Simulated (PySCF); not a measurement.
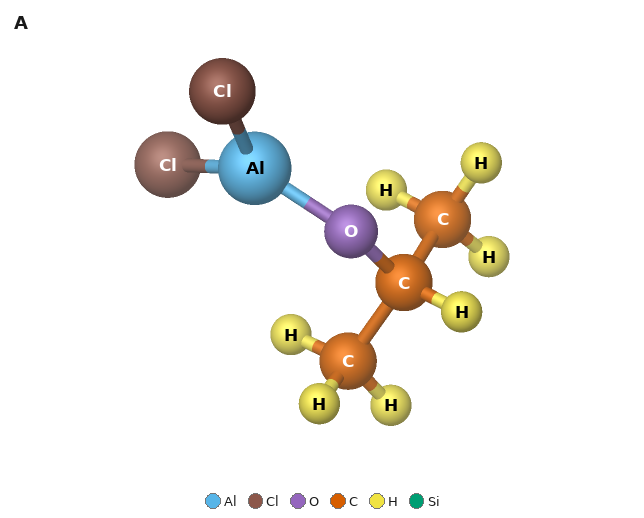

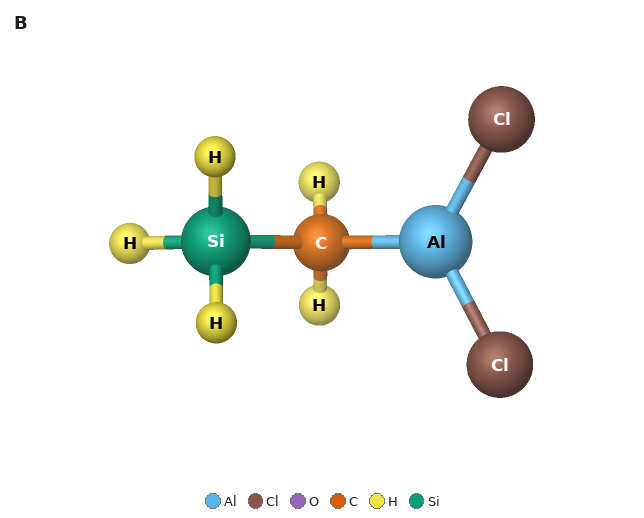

Two related species, optimised with PBE0-D3(BJ)/def2-SVP; properties computed with PySCF 2.14.0. Both: charge 0, singlet.

> Identify both.

A is AlCl2(OiPr), B is AlCl2(CH2SiH3).

Compare them. With PBE0/pcSseg-1 (pcSseg-2 on Al): dipole moment (D), HOMO–LUMO gap (eV), HOMO energy (Kohn–Sham orbital) (eV), shielding of Al (ppm), Hirshfeld charge of Al (e), IAO charge of Al (e). With ωB97X-D/def2-SVPD: lowest vertical singlet excitation (eV), mean static polarisability (bohr³). With PBE0-D3(BJ)/def2-SVP: mean Al–Cl length (Å).

| quantity | A | B |
| --- | --- | --- |
| dipole moment (D) | 2.32 | 2.25 |
| HOMO–LUMO gap (eV) | 7.67 | 7.66 |
| HOMO energy (Kohn–Sham orbital) (eV) | −8.50 | −8.84 |
| shielding of Al (ppm) | 440.1 | 366.5 |
| Hirshfeld charge of Al (e) | 0.57 | 0.52 |
| IAO charge of Al (e) | 1.10 | 1.00 |
| lowest vertical singlet excitation (eV) | 6.69 | 6.64 |
| mean static polarisability (bohr³) | 88.2 | 89.7 |
| mean Al–Cl length (Å) | 2.085 | 2.097 |

Each is one conformer, and no frequency run is at hand to confirm it as a minimum.
